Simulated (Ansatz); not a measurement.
# FGeH···CH₄: what the fields show

The calculation's input:

```
crystal:
  periodic: [false, false, false]
  atoms:
    - { symbol: Ge, position_ang: [0.0, 0.0, 0.0] }
    - { symbol: H, position_ang: [0.8769, 0.0, 1.5144] }
    - { symbol: C, position_ang: [2.0813, 0.0, 0.578] }
    - { symbol: H, position_ang: [2.429, -1.0463, 0.4498] }
    - { symbol: H, position_ang: [2.1298, 0.5276, -0.3974] }
    - { symbol: H, position_ang: [2.7332, 0.5187, 1.3114] }
    - { symbol: H, position_ang: [-0.73, 1.2648, -0.5162] }
    - { symbol: F, position_ang: [-0.7913, -1.3709, -0.5594] }
basis:
  gaussian: { orbitals: def2-SVP }
hamiltonian:
  xc: hf
relax:
  f_tol: 0.15
  max_steps: 25
  restrain:
    - { distance: [1, 2], at: 1.11, k: 30.0 }
    - { distance: [0, 1], at: 2.75, k: 30.0 }
    - { distance: [0, 2], at: 3.16, k: 30.0 }
output:
  orbitals: {}
```

Run with:

```sh
ansatz run input.yaml --threads 1 --pin off --max-ram 2048MiB --backend cpu --events-out ev --progress --plain --runs-dir out
```

The fields are those of the run's last geometry, not of the input's.

Method: RHF/def2-SVP (Ansatz 0.2.0).

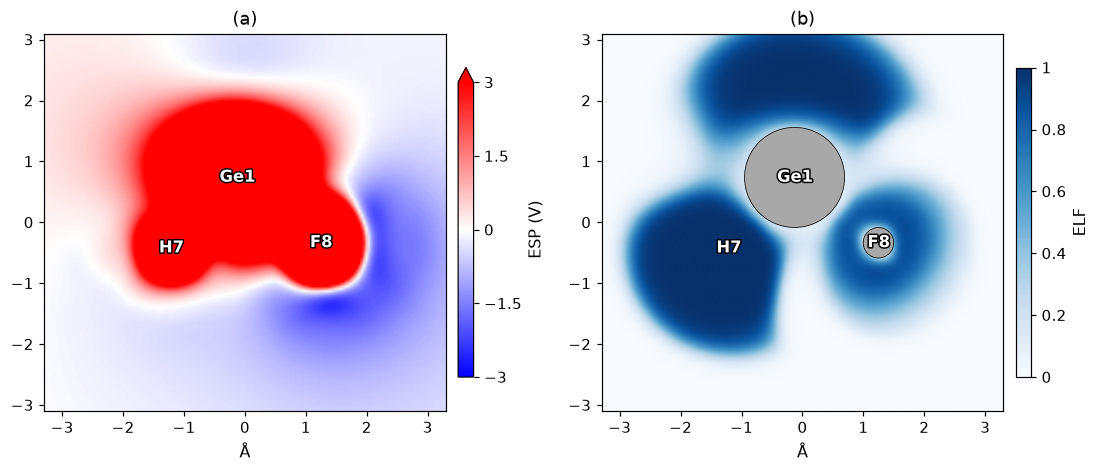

Figure 1. (a) electrostatic potential; (b) electron localisation function on the plane of atoms H7, Ge1 and F8. Grey discs cover the atomic cores in the ELF map.

**Describe what can be read from this map.**

The plane passes through Ge, H and F nuclei. Ge–F (1.75 Å): the ELF peaks at about 0.80 in the valence shell of F, 0.5 Å from its nucleus, and is about 0.20 at the midpoint. Ge–H (1.59 Å): the ELF climbs to about 1 towards the hydrogen. The ELF also peaks beside F8, away from the bonds: lone-pair regions. Outside the dense part of the complex the potential is most negative (−2.5 V) near F8.

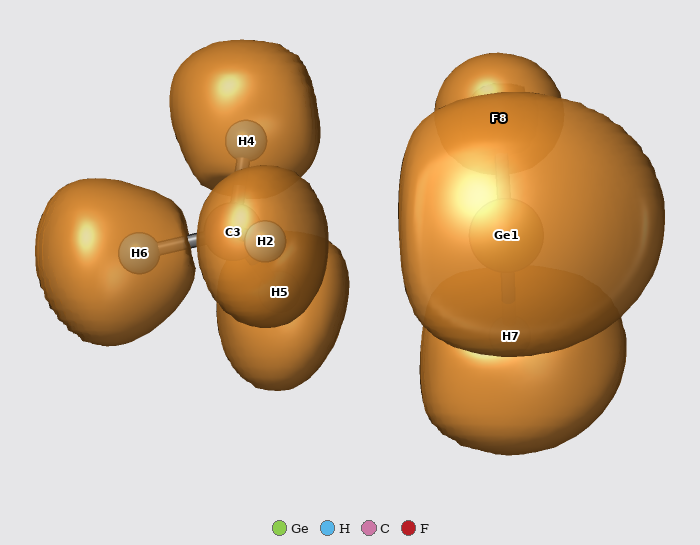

Figure 2. Isosurface of the electron localisation function at 0.8 (orange), seen across its widest extent. Core shells and regions of very low density are left out.

**Describe the localisation domains.**

The surface consists of five regions around hydrogen nuclei, one lobe on Ge, pointing away from the bonds (lone pairs) and one region wrapped around F (its valence shell).


C3···Ge1 (3.17 Å): the ELF dips to about 0 between them.

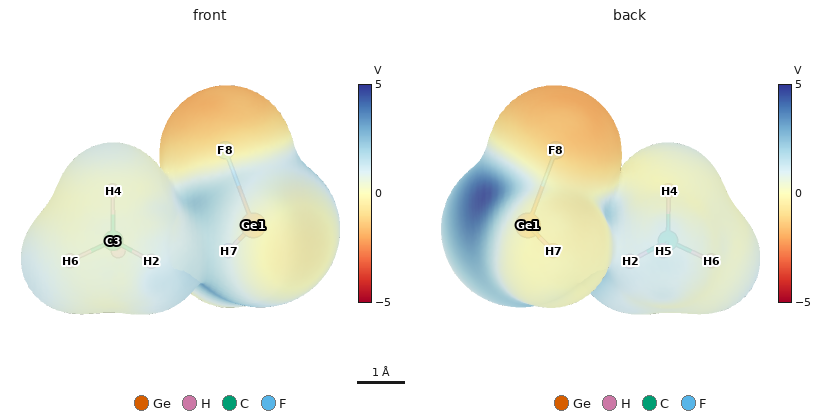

Figure 3. The electrostatic potential painted on the density surface at 0.004 e/bohr³, seen from the front and from behind; the colour scale runs from red (negative) to blue (positive).

**Describe the electrostatic potential map.**

The most negative region (about −1.9 V) lies over F8, the most positive (about +4.5 V) over Ge1.
